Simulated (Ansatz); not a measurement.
AlFH2O2···PH3

Input

```
crystal:
  periodic: [false, false, false]
  atoms:
    - { symbol: Al, position_ang: [0.0, 0.0, 0.0] }
    - { symbol: F, position_ang: [0.0, 0.0, 2.04] }
    - { symbol: O, position_ang: [1.5415, 0.0, -0.89] }
    - { symbol: H, position_ang: [1.8414, -0.9519, -1.0449] }
    - { symbol: O, position_ang: [-1.5415, 0.0, -0.89] }
    - { symbol: H, position_ang: [-2.0512, -0.8467, -0.6815] }
    - { symbol: P, position_ang: [0.1156, 2.4456, 0.8135] }
    - { symbol: H, position_ang: [0.6761, 2.4854, 2.1176] }
    - { symbol: H, position_ang: [0.927, 3.2022, -0.0729] }
    - { symbol: H, position_ang: [0.0566, 1.1978, 1.9406] }
basis:
  gaussian: { orbitals: def2-SVP }
hamiltonian:
  xc: pbe0
relax:
  f_tol: 0.15
  max_steps: 25
  restrain:
    - { distance: [0, 6], at: 3.48, k: 30.0 }
    - { distance: [9, 1], at: 2.12, k: 30.0 }
    - { distance: [0, 1], at: 1.69, k: 30.0 }
    - { distance: [9, 6], at: 1.42, k: 30.0 }
output:
  orbitals: {}
```

Launched as:

```sh
ansatz run input.yaml --threads 2 --pin off --max-ram 3072MiB --backend cpu --events-out ev --progress --plain --runs-dir out
```

The fields are those of the run's last geometry, not of the input's.

Method: RKS PBE0/def2-SVP in Ansatz 0.2.0.

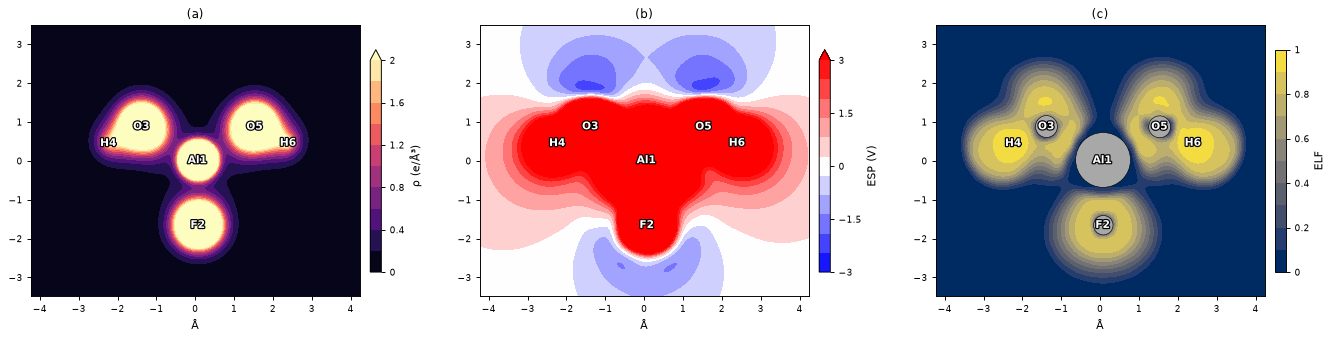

Figure 1. (a) total electron density; (b) molecular electrostatic potential; (c) ELF on the plane of atoms Al1, O5 and H6. Grey discs cover the atomic cores in the ELF map.

Interpret the plot.

- Atoms in the plane: Al, F, O and H.
- Al–F (1.68 Å): ρ at the midpoint is about 0.77 e/Å³; the ELF peaks at about 0.85 in the valence shell of F, 0.6 Å from its nucleus, and is about 0.25 at the midpoint.
- Al–O (1.69 Å): ρ at the midpoint is about 0.87 e/Å³; the ELF peaks at about 0.85 in the valence shell of O, 0.6 Å from its nucleus, and is about 0.35 at the midpoint.
- O–H (0.96 Å): ρ at the midpoint is about 3.7 e/Å³; the ELF climbs to about 1 towards the hydrogen, as it does in any bond to H: an ordinary covalent bond to hydrogen.
- The ELF also peaks beside F2, O3 and O5, away from the bonds: lone-pair regions.
- Outside the dense part of the complex the potential is most negative (−2.0 V) near O5.

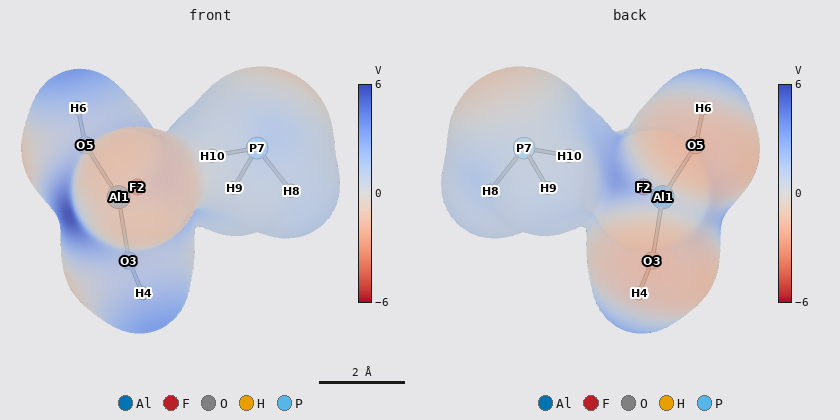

Figure 2. The molecular electrostatic potential painted on the density surface at 0.004 e/bohr³, seen from the front and from behind; red is negative and blue positive.

Where is the surface potential most negative and most positive?

The most negative region (about −1.8 V) lies over O3 and O5, the most positive (about +5.5 V) over Al1.

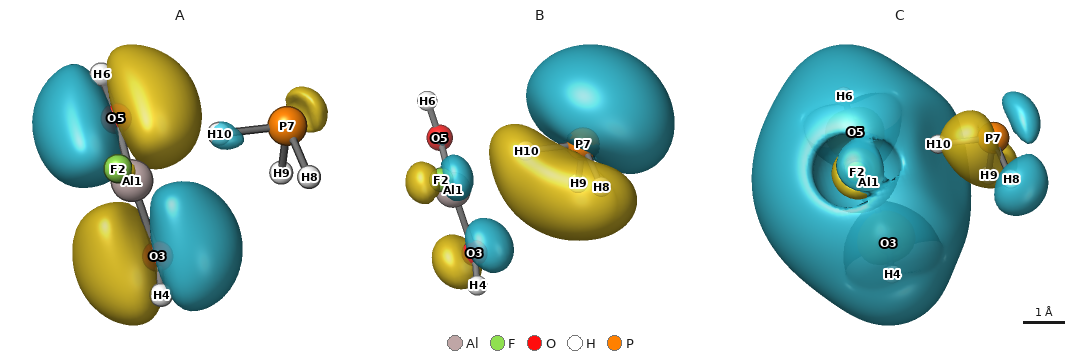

Figure 3. Three frontier orbitals at ±0.05 Å⁻³ᐟ² (yellow and cyan are the two phases), in no order.

Which picture is the HOMO−1, the HOMO and the LUMO?

A is the HOMO−1 (−9.03 eV). By Hirshfeld shares it lies mainly on O5 (about 45 %) and O3 (about 40 %); largely a combination of lone pairs on O5 and O3. B is the HOMO (−8.06 eV). It lies mainly on P7 (about 80 %); largely a lone pair of P7. C is the LUMO (−0.46 eV). Its weight (Hirshfeld) is mainly on Al1 (about 50 %), O5 (about 10 %), O3 (about 10 %), F2 (about 5 %) and P7 (about 5 %).

What is the HOMO–LUMO gap?

7.60 eV between the orbital energies.
